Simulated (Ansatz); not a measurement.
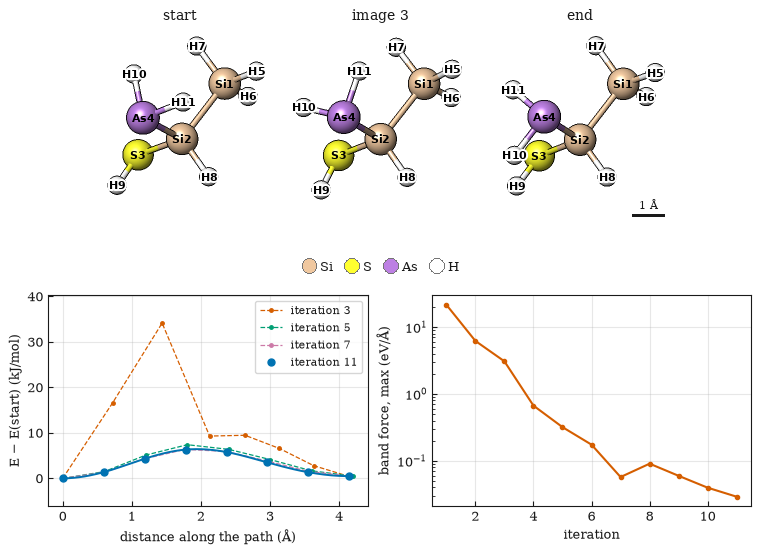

A search for the minimum-energy path of Si2AsH7S by the nudged elastic band. Images are numbered from 0 (start) to 7 (end). The plot follows the band through its iterations. The picture is a ball-and-stick view, seen from a free direction.

All numbers below come from RKS PBE0-D4/def2-SVP in Ansatz. Settings: 6 movable images; no climbing image; force threshold 0.03 eV/Å; iteration limit 60; starting path through a guess of the saddle point.

Q: How did the profile develop, and is the result final?

A: The run is converged, with reservations. The band converged in 11 iterations. The largest component of the band force went from 22 to 0.029 eV/Å. No image climbed, so the highest image needn't lie on the saddle point, and the true maximum along this path can be higher. The first iteration put the highest image at 574.3 kJ/mol. Forward barrier 6.3 kJ/mol, backward barrier 5.8 kJ/mol, with image 3 at the top; the reaction energy is +0.5 kJ/mol.
